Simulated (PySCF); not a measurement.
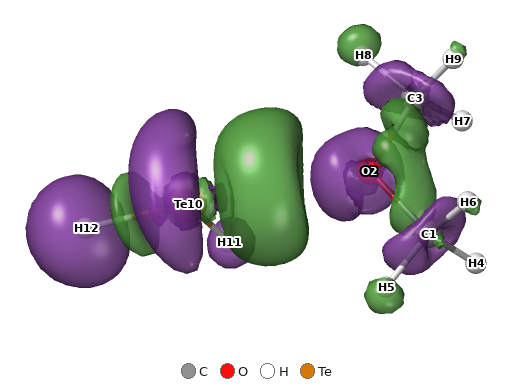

Figure 1: C2H8OTe, SMILES `COC.[TeH2]`. Density of the complex less the densities of the two fragments at the same geometry, ±0.005 e/Å³ (purple: gain, green: loss). Fragment A: H6C2O (atoms 1–9); fragment B: TeH2.

PySCF calculation, HF/def2-SVPD, gas phase; geometry: GFN2-xTB. Core potentials replace the inner electrons of Te; spin–orbit coupling isn't included. GFN2-xTB bond lengths at metals and heavier atoms can be off by up to 0.1 Å and shapes distorted, which carries into these values.

Which way does charge flow?

Answer. Hirshfeld charges show 0.036 e passing from A to B. By Hirshfeld charges, electrons gather most on H12 (−0.034 e) and leave H8 most (+0.007 e); 0.14 e is displaced in all, which induces a dipole of 1.36 D.

What is the interaction energy, and which contacts carry it?

Answer. The counterpoise-corrected interaction energy of the frozen fragments is +1.4 kcal/mol without dispersion correction and −3.9 kcal/mol with D3(BJ). The pair geometry is semi-empirical, not a minimum at this level. Contacts: O2···Te10, 2.79 Å, ρ = 0.022 a.u. The pose is a local one from a semi-empirical search, not shown to be the most stable.
